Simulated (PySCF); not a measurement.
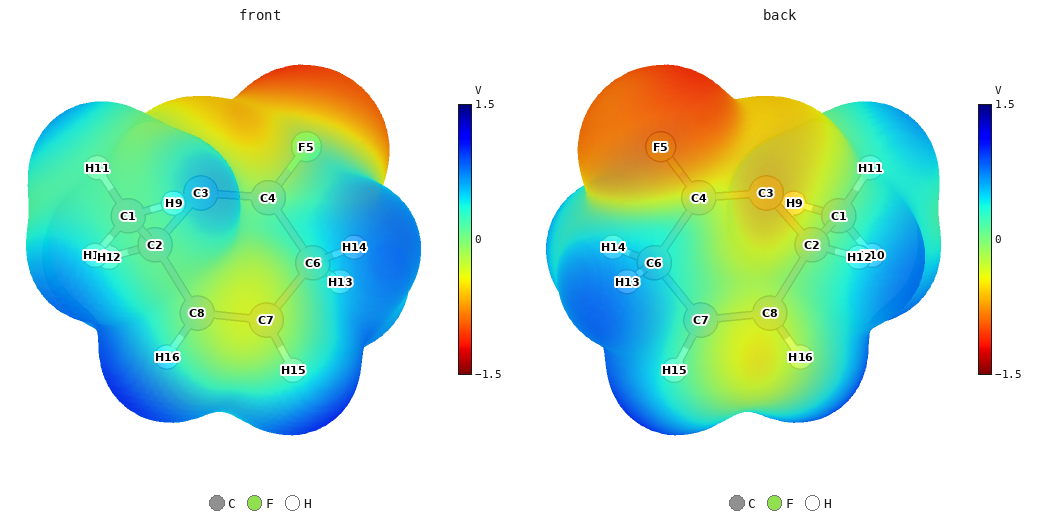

Figure 1: C$_{7}$H$_{8}$F (SMILES C[C@H]1[C]=C(F)CC=C1) (doublet). The electrostatic potential painted on the density surface at 0.002 e/bohr³, seen from the front and from behind; the colour scale runs from red (negative) to blue (positive).

Geometry: GFN2-xTB.

These are results of PySCF 2.14.0, density-fitted response routines, UKS B3LYP, pcH-1 on C F H, non-relativistic, mean-field spin-orbit, GIAO, not measurements.

```csv
atom,x (Å),y (Å),z (Å)
C,2.0872,-0.6309,-0.0264
C,0.8950,0.0248,-0.7369
C,-0.1736,-0.9392,-0.9997
C,-1.3741,-0.9738,-0.5090
F,-2.3030,-1.9129,-0.8134
C,-1.8830,0.0641,0.4744
C,-0.8714,1.1485,0.6515
C,0.3358,1.1492,0.1156
H,1.7669,-1.0614,0.9193
H,2.8636,0.1050,0.1691
H,2.5019,-1.4216,-0.6461
H,1.2488,0.4542,-1.6841
H,-2.8260,0.4727,0.0943
H,-2.0995,-0.4220,1.4325
H,-1.1926,1.9802,1.2656
H,1.0167,1.9721,0.2820
```

> Where is the surface potential most negative and most positive?

The most negative region (about −1.1 V) lies over F5, the most positive (about +1.0 V) over H15 and H16.
